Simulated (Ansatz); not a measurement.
## Lattice dynamics of BeSi2 (built on the sites of a database entry of CaSi2)

Aim: the phonons of BeSi2 (built on the sites of a database entry of CaSi2) at a cell relaxed beforehand at this level.

Program: Ansatz 0.2.0. Level of theory: DFT PBEsol, scalar-relativistic, plane waves, PAW. Results are calculated unless marked as measured.

The structure was built from a prototype and need not be the compound's stable phase.

## 1. The starting structure

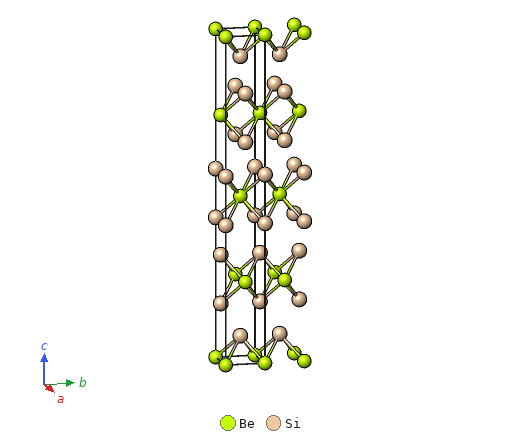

Start, viewed slightly off an axis; beryllium green, silicon light orange. 1×2×1 cells are drawn. This picture shows the conventional cell, with its axes. Some periodic images of atoms are drawn too.

As a file:

```cif
data_structure
_symmetry_space_group_name_H-M 'P 1'
_symmetry_Int_Tables_number 1
_cell_length_a 10.9584
_cell_length_b 10.9584
_cell_length_c 10.9584
_cell_angle_alpha 166.298
_cell_angle_beta 166.298
_cell_angle_gamma 19.424
_cell_volume 73.82
loop_
_atom_site_label
_atom_site_type_symbol
_atom_site_fract_x
_atom_site_fract_y
_atom_site_fract_z
_atom_site_occupancy
Be1 Be 0.75000 0.25000 0.50000 1
Be2 Be 0.00000 0.00000 0.00000 1
Si3 Si 0.32426 0.82426 0.50000 1
Si4 Si 0.57426 0.57426 0.00000 1
Si5 Si 0.17574 0.67574 0.50000 1
Si6 Si 0.42574 0.42574 0.00000 1
```

## 2. Zone-centre response

The cell comes from relaxations at this level that are not shown. The zone centre is the only wavevector solved here; it holds the modes that light can see, as far as symmetry allows. No field response is asked, since the mesh shows no gap.

Input file input.yaml:

```yaml
crystal:
  lattice:
    - [-1.3071564216, 1.3071564216, 10.8013124412]
    - [1.3071564216, -1.3071564216, 10.8013124412]
    - [1.3071564216, 1.3071564216, -10.8013124412]
  atoms:
    - { symbol: Be, position: [0.75, 0.25, 0.5] }
    - { symbol: Be, position: [0.0, 0.0, 0.0] }
    - { symbol: Si, position: [0.3242578467, 0.8242578467, 0.5] }
    - { symbol: Si, position: [0.5742578467, 0.5742578467, 0.0] }
    - { symbol: Si, position: [0.1757421533, 0.6757421533, 0.5] }
    - { symbol: Si, position: [0.4257421533, 0.4257421533, 0.0] }
kpoints:
  mp_grid: { grid: [16, 16, 16] }
hamiltonian:
  xc: pbesol
scf:
  occupations: { method: methfessel_paxton, width: 0.15 }
output:
  eigenvalues: true
phonons:
  method: dfpt
```

The run is started by

```bash
ansatz run input.yaml --threads 8 --pin off --max-ram 14336MiB --backend cpu --events-out ev --progress --plain --runs-dir out
```

Numbers of over 12 decimals in the logs are rounded to 6 here.

The log of the run:

```text
zone centre: on kpoints.mp_grid the ground state, and the responses unless they are solved on pairs of k-points, stand on 621 of the mesh's 4096 k-points, reduced under 4 symmetry operations, with k and −k counted as one. Each operation leaves every solved displacement unchanged or reverses it
Engine: ansatz 0.2.0, aarch64-unknown-linux-gnu
Pseudopotentials: kind: paw
Pseudopotential: Be, paw, valence charge 2, recommended cutoff 420 eV (normal), Be.paw.azcp
Pseudopotential: Si, paw, valence charge 4, recommended cutoff 420 eV (normal), Si.paw.azcp
Functional definition: PBEsol
  exchange = pbesol_x
  correlation = pbesol_c
Crystal: 6 atoms, lattice volume = 73.823 Å³
Basis set: ecut = 420 eV, 1473 PW (Γ), exchange–correlation on 160×160×160 points (8 copies of the dense FFT grid, shifted against one another)
Bands: 16, of which v1, the nominal top of the filled ones, is band 10 counted from 1 (9 counted from 0)
Symmetry: 16 space group operations
k-points: 621 of 4096 (irreducible under 4 space group operations, time reversal used)
Non-local potential: Be, projectors of the file, l = 0: 2, l = 1: 2, l = 2: 1
Non-local potential: Si, projectors of the file, l = 0: 2, l = 1: 2, l = 2: 2
PAW form: soft (Blöchl's): semilocal exchange-correlation on the pseudo side does not see the compensation charge
PAW frozen core: Be, regenerated for the run's functional, and the local potential with it (the file was generated under x = pbe(κ = 0.804, μ = 0.219515), c = pbe(β = 0.066725))
PAW frozen core: Si, regenerated for the run's functional, and the local potential with it (the file was generated under x = pbe(κ = 0.804, μ = 0.219515), c = pbe(β = 0.066725))
PAW one-centre angular grid: Be, 110 points (default); XC on 64 Gauss nodes
PAW one-centre angular grid: Si, 110 points (default); XC on 64 Gauss nodes
Initial density: superposition of atomic densities (neutral atoms: chi_scale 0, normalization atom), corrected by the library's trained network
Initial wavefunctions: pseudopotential atomic-orbital guess
Functional: x = pbesol(κ = 0.804, μ = 0.123457), c = pbesol(β = 0.046)
SCF iter   1: F=—  HF=-2664.803322 eV  |F-HF|=—  |Δ(HF+E_count)|=         —  Δρ=2.80e-3  dr2=9.76e-3  ethr=1.77e-3  ⟨swp⟩=6.0  Hψ=144946  notcnv=0  defer=575
automatic band count: the SCF goes on with 22 bands, as 16 were too few: the levels above may hold too much charge
preconditioner: auto → none  [metal: Δε(μ)=0.009 eV  Ē_g=10.773 eV  σ=0.150 eV  W_gap=0.05  n_scr=6 (ndim 8)  ℏωp=19.3 eV  f_vac=0.000  D(μ)=1.97/eV (n_scr^D=6)  sad-step TF]
SCF iter   2: F=—  HF=-2664.801896 eV  |F-HF|=—  |Δ(HF+E_count)|=   1.43e-3  S|Δr|=    0.00e0  Δρ=1.57e-3  dr2=2.33e-3  ethr=4.88e-5  ⟨swp⟩=1.0  Hψ=18726  notcnv=0  defer=578
SCF iter   3: F=—  HF=-2664.801531 eV  |F-HF|=—  |Δ(HF+E_count)|=   3.65e-4  S|Δr|=    0.00e0  Δρ=6.34e-4  dr2=1.50e-3  ethr=1.16e-5  ⟨swp⟩=2.4  Hψ=16795  notcnv=0  defer=578
SCF iter   4: F=—  HF=-2664.801239 eV  |F-HF|=—  |Δ(HF+E_count)|=   2.92e-4  S|Δr|=    0.00e0  Δρ=2.72e-4  dr2=1.59e-4  ethr=7.50e-6  ⟨swp⟩=1.4  Hψ=12115  notcnv=0  defer=578
SCF iter   5: F=—  HF=-2664.801211 eV  |F-HF|=—  |Δ(HF+E_count)|=   2.87e-5  S|Δr|=    0.00e0  Δρ=1.53e-4  dr2=5.14e-5  ethr=7.95e-7  ⟨swp⟩=1.0  Hψ=10669  notcnv=0  defer=578
SCF iter   6: F=—  HF=-2664.801198 eV  |F-HF|=—  |Δ(HF+E_count)|=   1.31e-5  S|Δr|=    0.00e0  Δρ=2.67e-5  dr2=1.84e-6  ethr=2.57e-7  ⟨swp⟩=2.0  Hψ=14105  notcnv=0  defer=578
SCF iter   7: F=—  HF=-2664.801199 eV  |F-HF|=—  |Δ(HF+E_count)|=   1.26e-6  S|Δr|=    0.00e0  Δρ=8.10e-6  dr2=1.56e-7  ethr=9.22e-9  ⟨swp⟩=2.0  Hψ=14420  notcnv=0  defer=578
SCF iter   8: F=—  HF=-2664.801199 eV  |F-HF|=—  |Δ(HF+E_count)|=   3.75e-8  S|Δr|=    0.00e0  Δρ=1.72e-6  dr2=6.36e-9  ethr=7.82e-10  ⟨swp⟩=2.0  Hψ=13175  notcnv=0  defer=578
SCF iter   9: F=—  HF=-2664.801199 eV  |F-HF|=—  |Δ(HF+E_count)|=   1.36e-9  S|Δr|=    0.00e0  Δρ=4.07e-7  dr2=3.52e-10  ethr=3.18e-11  ⟨swp⟩=2.2  Hψ=14012  notcnv=0  defer=578
SCF iter  10: F=-2664.801199 eV  HF=-2664.801199 eV  |F-HF|=0.00e0  |Δ(HF+E_count)|=  8.64e-11  S|Δr|=    0.00e0  Δρ=1.32e-8  dr2=3.19e-13  ethr=1.00e-12  ⟨swp⟩=8.8  Hψ=80119  notcnv=0
SCF 1 converged in 10 iterations: F = -2664.801199 eV  dr2 = 3.19e-13
  greatest PAW one-centre occupation: 0.654 electrons in one spin orbital (limit 2), on the Si atom at site 5 (counted from 0), in its partial waves of l = 0
DFPT response loops at Γ: preconditioner auto → Kerker (q_TF=auto, 2.195 Å⁻¹) (partly filled bands, converged f_vac=0.000); β = 1.00, the filter's whole step (`scf.mixing.beta` (0.50) is not read by the response loops under this deck's `scf.mixing.preconditioner`; to damp them name `kerker` or `kerker_dos`, under which they read `scf.mixing.beta`, and type it under 1.00, their step now; both keys bind the ground state too); Broyden in place of MSR1
SCF converged after 10 iterations
Stability not checked: this state was not tested for a lower state beside it, because cold or Methfessel-Paxton smearing, or corrected tetrahedra, fill the levels in a way that the test cannot read (fill_not_monotonic; see scf.lower_state_search)
Free energy (F): -2664.801199 eV
Harris-Foulkes:  -2664.801199 eV  (|F-HF|=0.00e0)
Internal energy: -2664.801518 eV  (E = F + TS)
E sigma→0 (E₀):  -2664.801278 eV
Entropy (-TS):   0.000319 eV (0.053 meV/atom)
Fermi energy:    10.221472 eV
--- Per-component energies (eV) ---
  E_band       = 89.150726
  E_kinetic    = 208.207694
  E_local      = 6.236544  (includes V_loc(G=0)·N_el)
  E_nonlocal   = 110.533163
  E_hartree    = 5.007130
  E_xc         = -262.411046
  E_vxc        = -234.726420  (∫ρ·V_xc dr)
  E_paw        = -2108.602782  (= ΣΔE_a)
  E_vpaw       = -11.114540  (= ΣTr[D̂ρ^β])
  E_aug_tail   = 0.000023  (compensation charges beyond the density's cutoff)
  E_ewald      = -623.917550
  E_core_change = 0.145305  (= ΣΔE_core)
  E_smearing   = 0.000319  (= −TS)
  E_closure    = 0.000000  (closes the sum)
  Σ components = -2664.801199   (vs F -2664.801199, Δ=0.00e0)
--- Band table (eV; the first three rows and the last of 621) ---
  k-point 0: bands = [... 6 lower, 8.1215, 13.8393, 14.7806, 14.7806, 14.8387, 14.8387, 15.5208, 16.4724, ... 8 higher]
  k-point 1: bands = [... 6 lower, 8.2448, 13.1638, 13.2763, 13.7752, 13.9422, 14.0155, 15.4333, 15.4694, ... 8 higher]
  k-point 2: bands = [... 6 lower, 8.6070, 11.2349, 11.3523, 12.2159, 12.2918, 14.0001, 14.1070, 14.1991, ... 8 higher]
  k-point 620: bands = [... 6 lower, 10.7278, 10.7278, 14.5650, 14.5650, 15.2618, 15.2618, 16.2196, 16.2196, ... 8 higher]
--- Phonons (Γ-DFPT): 5 representative perturbations + reference, on 621 of 4096 k-points (Σ response iterations 14) ---
  k mesh reduced under 4 symmetry operations, with k and −k counted as one. Each operation leaves every solved displacement unchanged or reverses it
  ASR residual: 1.410e-5 → 0.000e0 eV/Å²; symmetrization residual: 1.309e-7 eV/Å²
  ASR residual per site (eV/Å²): 1.41e-5 1.41e-5 4.94e-6 4.94e-6 4.94e-6 4.94e-6
  Γ frequencies (cm⁻¹): 0.00 0.00 0.00 68.22 68.22 97.70 97.70 118.08 118.08 190.28 213.65 213.65 243.20 246.72 246.72 316.20 388.53 397.87
  non-analytic LO–TO correction: not included (Born effective charges unavailable; polar crystals: no LO–TO splitting at Γ)
```

Wall time 4.8 min (8 threads of Arm Neoverse V1, shared host); peak memory 4.1 GiB.

Numbers from this step:

* volume per atom: 12.30 Å³
* gap on the k-mesh: 0 eV
* sum-rule residual before enforcement: 1.41e-5 eV/Å²
* point group: 4/mmm
* highest optical mode at the zone centre (no LO-TO term): 397.9 cm⁻¹
* lowest optical zone-centre mode: 68.22 cm⁻¹

Patterns of degenerate modes are one choice out of their space. Modes at Γ, with each element's share of the kinetic energy:

```csv
mode,frequency (cm⁻¹),symmetry,Be %,Si %
1,0.0,acoustic,14,86
2,0.0,acoustic,14,86
3,0.0,acoustic,14,86
4,68.2,Eg,14,86
5,68.2,Eg,14,86
6,97.7,Eu,0,100
7,97.7,Eu,0,100
8,118.1,Eg,6,94
9,118.1,Eg,6,94
10,190.3,B2u,0,100
11,213.7,Eu,86,14
12,213.7,Eu,86,14
13,243.2,B1g,40,60
14,246.7,Eg,81,19
15,246.7,Eg,81,19
16,316.2,A1g,0,100
17,388.5,B1g,60,40
18,397.9,A2u,86,14
```

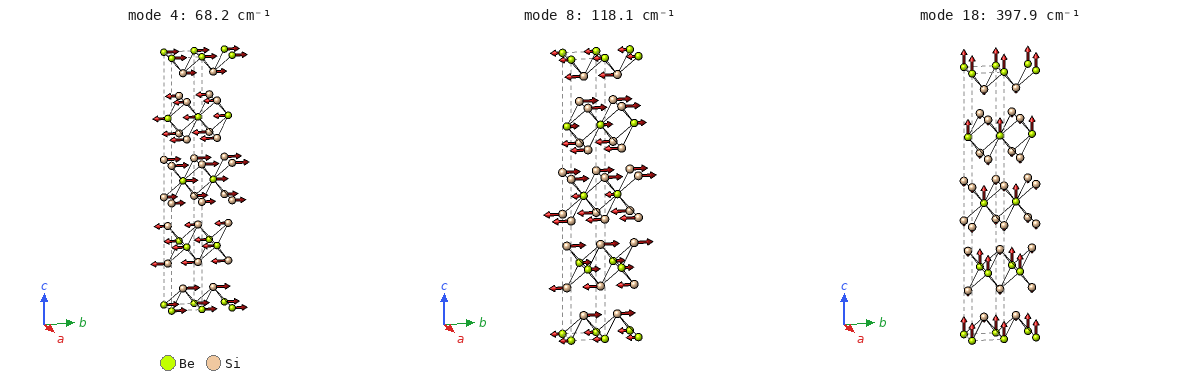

Displacement patterns of modes 4, 8 and 18 at Γ; arrows are exaggerated. 1×2×1 conventional cells are drawn. Some periodic images of atoms are drawn too.

Before it was imposed, the acoustic sum rule was missed by 1.4e-5 eV/Å². Small misses are needed for a sound result but don't prove that mesh and cutoff are converged. The lowest optical mode is real, 68.2 cm⁻¹.

## 3. Isotope substitution

An isotope changes the mass and not the force constants, so no new electronic calculation is needed; the shifts show which modes move this element.

The same force constants with the mass of Si changed from 28.085 to 29.974 u (phonopy, no LO-TO term). Both lists are sorted by frequency; levels can cross, so a row need not hold one and the same mode. Modes under 3 cm⁻¹ are left out. Isotope shifts, by row:

```csv
q,rank,natural mass (cm⁻¹),changed mass (cm⁻¹)
0 0 0,4,68.22,66.32
0 0 0,5,68.22,66.32
0 0 0,6,97.7,94.57
0 0 0,7,97.7,94.57
0 0 0,8,118.1,114.5
0 0 0,9,118.1,114.5
0 0 0,10,190.3,184.2
0 0 0,11,213.7,212.7
0 0 0,12,213.7,212.7
0 0 0,13,243.2,238.4
0 0 0,14,246.7,245.2
0 0 0,15,246.7,245.2
0 0 0,16,316.2,306.1
0 0 0,17,388.5,383.7
0 0 0,18,397.9,396.1
```

A mode of this element alone would shift by -3.20 %. The highest zone-centre frequency without the field goes from 397.9 to 396.1 cm⁻¹ (-0.4 %). The product of the frequency ratios over all optical modes at Γ is 0.736; the product rule, (m/m′)^(3k/2) (M′/M)^(3/2) with k = 4 such atoms and M the mass of the cell, gives 0.736.

## 4. Results

```yaml
space_group_within_0p01_a: I4_1/amd
volume_per_atom: 12.3 Å³
electronic_character: no gap on this mesh
highest_optical_mode_at_the_zone_centre_no_lo_to_term: 398 cm⁻¹
lowest_optical_zone_centre_mode: 68.2 cm⁻¹
imaginary_modes_at_gamma_the_only_wavevector_solved: none
```

The structure is stable against zone-centre distortions, since no mode there is imaginary; other wavevectors were not solved, so zone-boundary instabilities are untested. The optical modes at Γ span 68 to 398 cm⁻¹. No dispersion was computed. The highest mode in this list at Γ, 397.9 cm⁻¹, is mostly motion of Be (86 % of the kinetic energy). With no gap, or one that is small against the smearing, the frequencies hang on the k mesh and the smearing, most of all near Kohn anomalies. The starting cell was built on a prototype and not taken from a measurement, so the phase need not exist. These are harmonic frequencies at zero temperature: anharmonic shifts, linewidths and thermal expansion are left out.

[Logs are printed without paths, hosts, clocks, repeated set-up lines and the standing remarks that a program may print on its own settings, such as how far it seeks lower states.]

[Hosts, paths, dates, database ids (printed as entryN), source tags and the programs' standing remarks are cut or masked in the printed files.]
